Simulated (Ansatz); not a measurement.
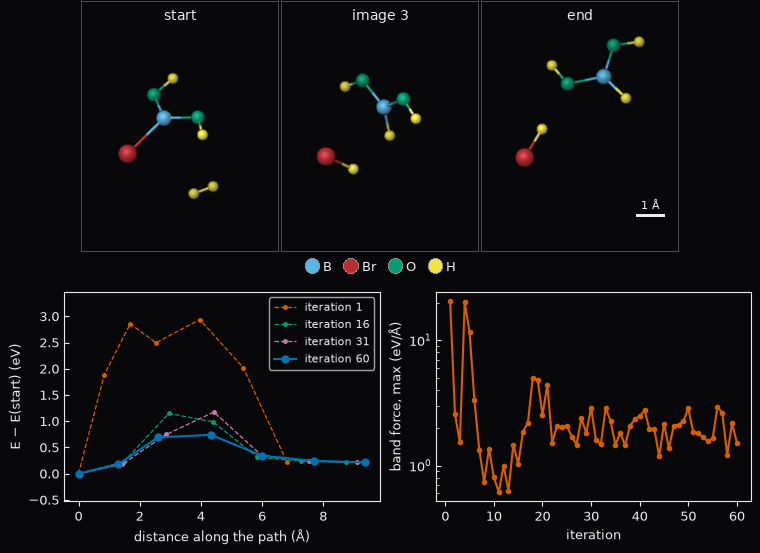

A search for the minimum-energy path of BH₄O₂Br, made up of BH2O2Br and H2 by the nudged elastic band. Images are numbered from 0 (start) to 6 (end). The plot follows the band through its iterations. The picture is a ball-and-stick view, seen from a free direction.

All numbers below come from Ansatz 0.2.0, RHF/def2-SVP. Run with 5 movable images; climbing image; force threshold 0.03 eV/Å; iteration limit 60; starting path through a guess of the saddle point.

Question: How did the profile develop, and is the result final?

Answer: The result isn't final. The band hadn't converged when the run stopped after 60 iterations. The largest component of the band force went from 20 to 1.5 eV/Å. The barrier read from it is provisional: over the last two iterations the highest image moved from 0.72 eV to 0.74 eV. The first iteration put the highest image at 2.94 eV. Forward barrier 0.74 eV, backward barrier 0.52 eV, with image 3 at the top; the reaction energy is +0.22 eV.

Limits of the set-up: the start holds two separate molecules, 3.6 Å apart at their closest, whose relative position is a soft coordinate and is computed without a dispersion correction; Hartree-Fock leaves out electron correlation.
